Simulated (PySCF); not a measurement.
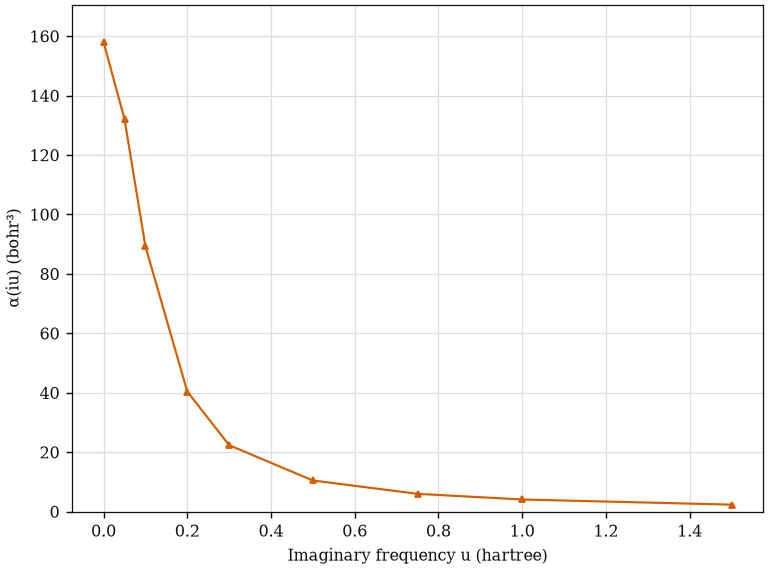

Dipole polarisability at imaginary frequency of an atom or ion with 20 electrons in the configuration [Ar] 4s². Coupled response at the PBE level; PySCF, aug-cc-pwCVTZ-X2C, spin-free X2C-1e, unrestricted single determinants, no spin-orbit coupling.

> Which species is it, and what does the curve give?

Neutral calcium. The static dipole polarisability is 158 bohr³ (the recommended value is 161); α(iu) falls to half of it near u = 0.12 hartree. The Casimir–Polder integral gives C₆ = 2180 hartree bohr⁶ for two such species.
